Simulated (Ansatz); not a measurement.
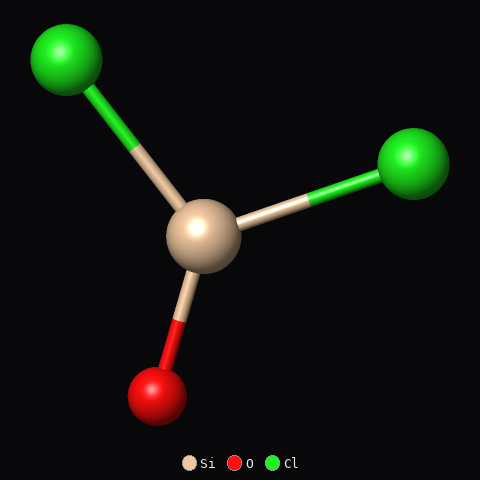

Sticks follow a distance rule. Harmonic vibrations computed with RKS PBE0-D4/def2-TZVP (Ansatz 0.2.0) at a stationary point of the same level.

### Is this a minimum or a saddle point?

A minimum: no imaginary frequency, and the lowest mode lies at 200 cm⁻¹.

### List the wavenumbers.

6 modes: 200, 270, 291, 504, 645, 1285 cm⁻¹.
